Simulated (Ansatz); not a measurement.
# SiPH4 (SMILES [SiH2]P) at 6 levels

We compute a comparison of 6 runs (U-r2SCAN0/STO-3G, U-wB97X/STO-3G, UB2PLYP/STO-3G, UHSE06/STO-3G, UCCSDT/STO-3G, UCCSD/STO-3G) of SiPH4. 

The calculation is run with Ansatz 0.2.0.

47 further runs of the same task are left out: 47 set aside as unsound or not needed.

## (1) The system as given

SiPH4: 6 atoms, total charge 0, spin state doublet. SMILES: `[SiH2]P`. The H3–Si1 distance was set to 3.666 Å, away from the relaxed value. At this shape a bond of the SMILES string is far longer than usual.

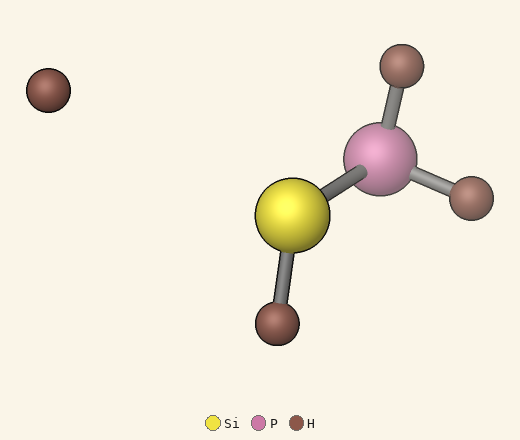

The structure, seen from a chosen angle (silicon yellow, phosphorus pink, hydrogen brown).

## (2) The energy at U-r2SCAN0/STO-3G (run 1)

The input, molecule.yaml:

```yaml
crystal:
  periodic: [false, false, false]
  atoms:
    - symbol: Si
      position_ang: [0.768494, 0.121775, -1.893570]
    - symbol: P
      position_ang: [0.302804, 2.277895, -1.646690]
    - symbol: H
      position_ang: [-0.300620, -1.724700, 1.087920]
    - symbol: H
      position_ang: [0.062214, -0.406415, -3.065210]
    - symbol: H
      position_ang: [1.076154, 2.725045, -2.704210]
    - symbol: H
      position_ang: [1.298324, 2.545875, -0.722780]
basis:
  gaussian:
    orbitals: STO-3G
hamiltonian:
  xc: {name: r2SCAN0}
accuracy: high
magnetization:
  spin_polarized: true
  initial_magnetization: 1
```

Command:

```sh
$ ansatz run molecule.yaml --threads 1 --pin off --max-ram 2610MiB --events-out events.jsonl --progress --plain --runs-dir runs
```

Output:

```text
Warning: RAYON_NUM_THREADS=1 ignored (pool sized by the plan → 1); use --threads N
Functional definition: r2SCAN0
  name "r2SCAN0"
  parameter a = 0.25
  parameter k0 = 0.174
  parameter k1 = 0.065
  parameter a1 = 4.9479
  exchange = (1 - a)*r2scan_x(k0 = k0, k1 = k1, a1 = a1) + a*exact_x
  correlation = r2scan_c
386 factors; integrals over basis functions are off by at most 2.6e-9 eV
mean field evaluation 1: about -17018.0778 eV, gradient 1.0e1 eV
mean field evaluation 2: about -17012.0489 eV, gradient 1.5e1 eV
mean field evaluation 4: about -17020.0310 eV, gradient 1.1e1 eV
mean field evaluation 8: about -17021.1035 eV, gradient 1.5e1 eV
mean field evaluation 16: about -17027.6240 eV, gradient 2.8e-4 eV
mean field evaluation 32: about -17027.6402 eV, gradient 1.6e-8 eV
mean field -17027.64020261 eV, -625.7542356967 hartree, gradient 1.6e-8 eV, S^2 1.016257; 5 other end points of the search recorded, 0 dependent functions left out
reference -17027.64020355 eV, -625.7542357314 hartree; 17, 16 occupied and 5, 6 virtual orbitals, 386 factors
Total energy: -17027.64020355 eV, -625.7542357314 hartree
```

Wall time 7.5 s (1 thread of AMD EPYC 9R14 (Zen 4), shared host); peak memory 0.27 GiB.

## (3) The energy at U-wB97X/STO-3G (run 2)

The input, molecule.yaml:

```yaml
crystal:
  periodic: [false, false, false]
  atoms:
    - {symbol: Si, position_ang: [0.768494, 0.121775, -1.893570]}
    - {symbol: P, position_ang: [0.302804, 2.277895, -1.646690]}
    - {symbol: H, position_ang: [-0.300620, -1.724700, 1.087920]}
    - {symbol: H, position_ang: [0.062214, -0.406415, -3.065210]}
    - {symbol: H, position_ang: [1.076154, 2.725045, -2.704210]}
    - {symbol: H, position_ang: [1.298324, 2.545875, -0.722780]}
basis:
  gaussian: {orbitals: STO-3G}
magnetization: {spin_polarized: true, initial_magnetization: 1}
hamiltonian: {xc: {name: wB97X}}
accuracy: high
```

Command:

```sh
$ ansatz run molecule.yaml --threads 1 --pin off --max-ram 2610MiB --events-out events.jsonl --progress --plain --runs-dir runs
```

Output:

```text
Warning: RAYON_NUM_THREADS=1 ignored (pool sized by the plan → 1); use --threads N
Functional definition: wB97X
  name "wB97X"
  parameter omega = 0.3/bohr
  parameter cx = 0.157706
  parameter cx1 = 0.726479
  parameter cx2 = 1.04760
  parameter cx3 = -5.70635
  parameter cx4 = 13.2794
  parameter css1 = -4.33879
  parameter css2 = 18.2308
  parameter css3 = -31.7430
  parameter css4 = 17.2901
  parameter cos1 = 2.37031
  parameter cos2 = -11.3995
  parameter cos3 = 6.58405
  parameter cos4 = -3.78132
  exchange = spin_sum(e_x_unif_sr(omega)*poly(b97_u_x, 1 - cx, cx1, cx2, cx3, cx4)) + cx*exact_x_sr(omega)
      + exact_x_lr(omega)
  correlation = spin_sum(e_c_pw_same_spin*poly(b97_u_same, 1, css1, css2, css3, css4))
      + integral(e_c_pw_opposite_spin*poly(b97_u_opposite, 1, cos1, cos2, cos3, cos4))
386 factors; integrals over basis functions are off by at most 2.6e-9 eV
160 factors; integrals over basis functions are off by at most 1.3e-9 eV
mean field evaluation 1: about -17018.5133 eV, gradient 9.5e0 eV
mean field evaluation 2: about -17013.2466 eV, gradient 1.3e1 eV
mean field evaluation 4: about -17022.6879 eV, gradient 1.3e1 eV
mean field evaluation 8: about -17028.1262 eV, gradient 2.9e-1 eV
mean field evaluation 16: about -17028.1000 eV, gradient 6.8e-3 eV
mean field evaluation 32: about -17028.1009 eV, gradient 8.5e-9 eV
mean field -17028.10439655 eV, -625.7712945095 hartree, gradient 1.5e-8 eV, S^2 0.836863; 4 other end points of the search recorded, 0 dependent functions left out
reference -17028.10439555 eV, -625.7712944727 hartree; 17, 16 occupied and 5, 6 virtual orbitals, 386 factors
Total energy: -17028.10439555 eV, -625.7712944727 hartree
```

Wall time 29 s (1 thread of AMD EPYC 9R14 (Zen 4), shared host); peak memory 0.47 GiB.

Runs 3 to 5 aren't shown in full; the table further down has their settings and results.

## (4) The energy at UCCSD/STO-3G (run 6)

Edit molecule.yaml of step 3 so:

```diff
@@ -10,5 +10,12 @@
 basis:
-  gaussian: {orbitals: STO-3G}
-magnetization: {spin_polarized: true, initial_magnetization: 1}
-hamiltonian: {xc: {name: wB97X}}
+  gaussian:
+    orbitals: STO-3G
+magnetization:
+  spin_polarized: true
+  initial_magnetization: 1
+scf:
+  omitted_lower_state_checks: [cluster_reference, increment]
 accuracy: high
+correlation:
+  method: ccsd
+  frozen_orbitals: {H: 0, P: 5, Si: 5}
```

Command:

```sh
$ ansatz run molecule.yaml --threads 1 --pin off --max-ram 2610MiB --events-out events.jsonl --progress --plain --runs-dir runs
```

Output:

```text
Warning: RAYON_NUM_THREADS=1 ignored (pool sized by the plan → 1); use --threads N
[... 14 lines left out ...]
10 core orbitals not correlated: weight in the atoms' cores, before any rotation towards them, 1.000 or more for the frozen orbitals, at most 0.000 for the correlated occupied ones
[... 38 lines left out ...]
Total energy: -16999.88128054 eV, -624.7341141264 hartree
Checks for a lower state left out: cluster_reference, increment
```

It took 0.42 s on 1 thread of AMD EPYC 9R14 (Zen 4), shared host.

## (5) All runs side by side

```csv
run,level,frozen core orbitals,energy (Eh),⟨S²⟩,wall time
1,U-r2SCAN0/STO-3G,–,-625.754236,1.016,7.5 s
2,U-wB97X/STO-3G,–,-625.771294,0.837,29 s
3,UB2PLYP/STO-3G,10,-625.483685,0.940,6 s
4,UHSE06/STO-3G,–,-625.529948,0.879,3.6 s
5,UCCSDT/STO-3G,10,-624.735238,1.132,1.1 s
6,UCCSD/STO-3G,10,-624.734114,1.132,0.42 s
```

## (6) What came out

```
                                           quantity          value
                                run 6: total energy  -624.73411 Eh
run 6: correlation energy (10 core orbitals frozen)      -90.1 mEh
           run 6: ⟨S²⟩ of the reference determinant          1.132
                               run 6: T1 diagnostic          0.078
```

What this shows: Totals of different functionals can't be ranked against each other. In runs 1, 2, 3, 4, 5, 6 the basis is minimal, so the values are rough. Spin contamination of the reference: run 5 ⟨S²⟩ = 1.13, run 6 ⟨S²⟩ = 1.13, run 1 ⟨S²⟩ = 1.02, run 3 ⟨S²⟩ = 0.94, run 4 ⟨S²⟩ = 0.88. All runs together took 47 s, the longest 29 s.
